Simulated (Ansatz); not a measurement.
**Hypothetical rock salt BAs: pressure series**

Start from BAs in the rock salt structure (space group Fm-3m, No. 225; a hypothetical phase, not in the database extracts checked).

```xyz
2
Lattice="0.0000 2.2833 2.2833 2.2833 0.0000 2.2833 2.2833 2.2833 0.0000" Properties=species:S:1:pos:R:3 pbc="T T T"
As     0.0000     0.0000     0.0000
B      2.2833     2.2833     2.2833
```

Cell and atoms are relaxed at each pressure.

Computed with Kohn–Sham DFT with the PBEsol functional, run in Ansatz (a quantum-chemistry and plane-wave program) with PAW and 420 eV plane waves, no spin-orbit coupling.

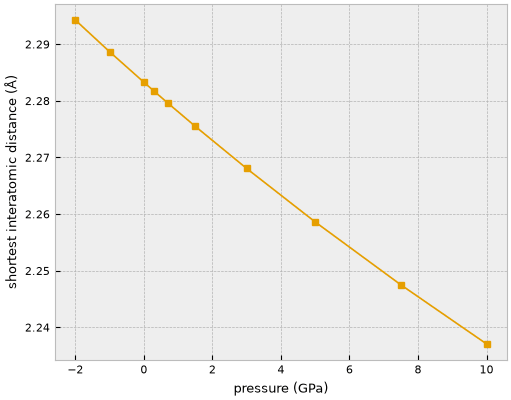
*Shortest interatomic distance against pressure*

| pressure (GPa) | shortest interatomic distance |
|---|---|
| -2 | 2.294 Å |
| -1 | 2.289 Å |
| 0.3 | 2.282 Å |
| 0.7 | 2.280 Å |
| 1.5 | 2.275 Å |
| 3 | 2.268 Å |
| 5 | 2.259 Å |
| 7.5 | 2.248 Å |
| 10 | 2.237 Å |

Load acts through the strain it causes; cell and atoms are relaxed under it. No phonon test of stability was made. Competing high-pressure phases were not computed. The final runs are not spin-polarised.
